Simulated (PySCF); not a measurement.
C$_{6}$H$_{10}$Se

```xyz
17

C    -1.7395   -1.6010   -0.2080
C    -1.3167   -0.3331   -0.0713
C    -2.1689    0.6200    0.5752
Se   -1.8336    2.3357    0.8384
C     0.0397    0.0979   -0.5453
C     1.0499    0.0849    0.6070
C     2.4275    0.5343    0.1408
H    -2.7006   -1.9232    0.1564
H    -1.1329   -2.3480   -0.6910
H    -3.1220    0.2334    0.9266
H    -0.0227    1.1112   -0.9478
H     0.3864   -0.5686   -1.3365
H     1.1104   -0.9244    1.0213
H     0.6996    0.7510    1.3994
H     2.3810    1.5434   -0.2617
H     3.1309    0.5277    0.9699
H     2.8045   -0.1290   -0.6350
```

Geometry: GFN2-xTB.

Theory: PySCF 2.14.0, PBE0/def2-SVPD, SCF density, gas phase.

### Predict the electron density and electron localisation function between the atoms.

C–C (1.34 Å): the density is about 2.3 e/Å³ at the midpoint; the ELF peaks at about 0.95 between the atoms: a short, multiple covalent bond.
C–Se (1.77 Å): the density is about 1.3 e/Å³ at the midpoint; the ELF peaks at about 0.90 between the atoms; a covalent bond.
C–H (1.08 Å): the density is about 2 e/Å³ at the midpoint; the ELF climbs to about 1 towards the hydrogen, as it does in any bond to H: a covalent bond by its length.
C–C (1.43 Å): the density is about 2 e/Å³ at the midpoint; the ELF peaks at about 0.95 between the atoms, as expected for localised, covalent bonding.

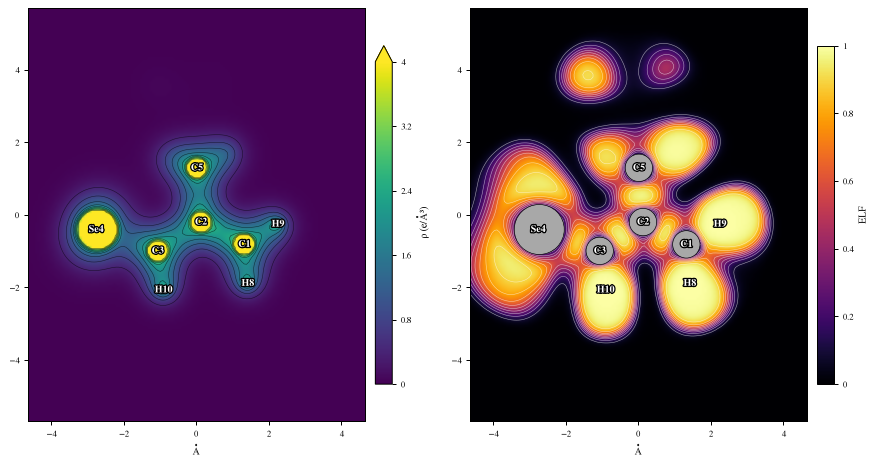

Computed electron density and electron localisation function on the plane of atoms Se4, C3 and H10, in this order. Grey discs cover the atomic cores in the ELF map. 
